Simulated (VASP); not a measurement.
Band structure of GaSb (zinc blende). These are optB86b-vdW, VASP's PBE PAW potentials (set 64) (plane waves; VASP) values and carry that method's errors.

Unless said otherwise, spin-orbit coupling is left out, though it shifts the bands of the heavy elements here.

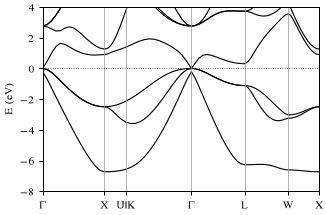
Bands along high-symmetry lines, zero at the valence-band maximum or, without a gap, the Fermi level

Question: Read the plot: is there a gap, and where are the band edges?

Answer: It has no gap at this level: it comes out as a metal or semimetal. (Edges off the drawn lines would not show.)

The compound is GaSb in the zinc blende structure. It was relaxed first.
